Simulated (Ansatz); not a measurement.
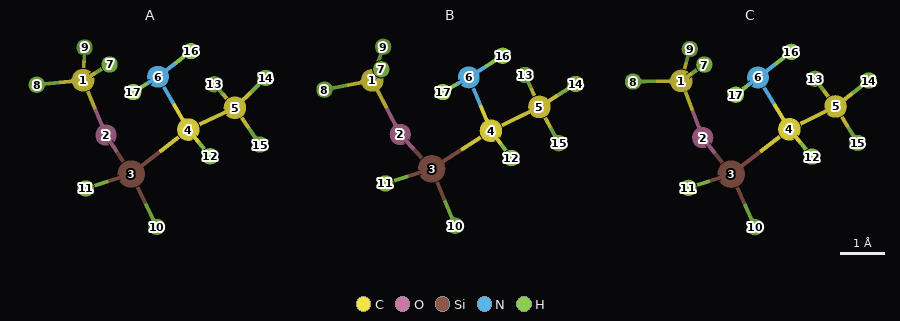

3 geometries from one relaxation of C₃H₁₁NOSi, in shuffled order. A ball-and-stick model, seen from a free direction.

The run prepares an end point of a later path (torsion) calculation, from a guessed geometry.

Theory: RKS LDA/STO-3G (Ansatz 0.2.0). Set-up: no spin polarisation; force threshold 0.015 eV/Å; at most 40 steps.

Q: Put them in the order of the run, from the start to the converged end.

A: B, C, A. They are steps 0, 3, 9, at +90.4 kJ/mol, +4.01 kJ/mol relative to the last. The largest move after the best rigid fit is that of H7, 0.66 Å. Largest moves by element: H 0.66 Å, C 0.31 Å, N 0.29 Å, O 0.17 Å, Si 0.12 Å. Near-neighbour distances that change, for instance: O2–Si3 1.650 → 1.713 Å, Si3–H11 1.523 → 1.461 Å, C1–H7 1.077 → 1.136 Å, C1–O2 1.423 → 1.470 Å. Bond angles that change, for instance: C1–O2–Si3 118.5° → 106.2°, O2–Si3–C4 117.8° → 109.4°, O2–C1–H9 114.1° → 107.5°. Groups turn about C1–O2 by about 25°. The energy falls by 90.4 kJ/mol in 9 geometry steps. Largest force component: 3 eV/Å at the start, 0.0093 eV/Å at the end. The run took 61 s on 1 thread of Arm Neoverse N1, with other jobs on the host, peak memory 0.15 GiB.

Limits of the set-up: STO-3G is a minimal basis, so the numbers are rough.
